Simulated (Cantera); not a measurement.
Input: 1 mol SO2, 28 mol N2, held at 24000 Torr.

Cantera equilibrium calculation (NASA polynomials, part measured and part estimated; ideal gas, pure solids and liquids). Candidate condensed phases: S; 17 gas species. The ideal-gas law is rough above about 30 bar. Equilibrium is a limit: real reactors are often held back by kinetics, nucleation or transport.

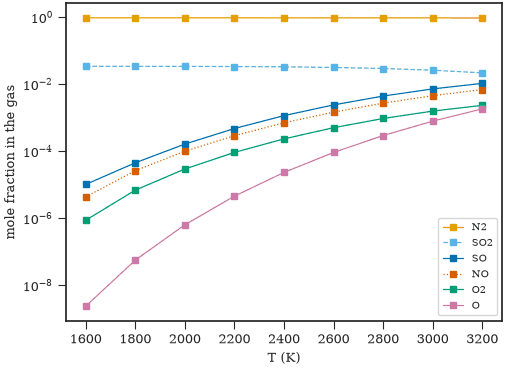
Equilibrium gas composition (values under 1e-9 drawn at 1e-9)

From 1600 K to 3200 K nothing is condensed.
